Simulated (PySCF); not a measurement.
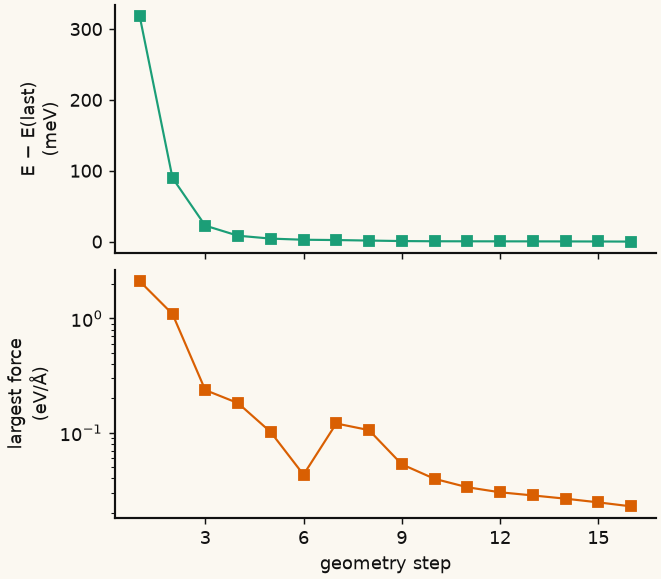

History of a geometry optimisation.

- system: ZrF2Cl2 (SMILES [F][Zr]([F])([Cl])[Cl])
- method: PBE0-D3(BJ)/def2-SVP, geometry optimisation (PySCF)

Q: How did it end, and what did it gain?

A: The optimisation met its thresholds at geometry 16, counting the start as the first. The energy fell by about 320 meV from the first step to the last. The largest force goes from about 2.1 eV/Å at the start to 0.023 eV/Å at the end.

Q: By which step was nine tenths of the energy gained?

A: By step 3 of 16.
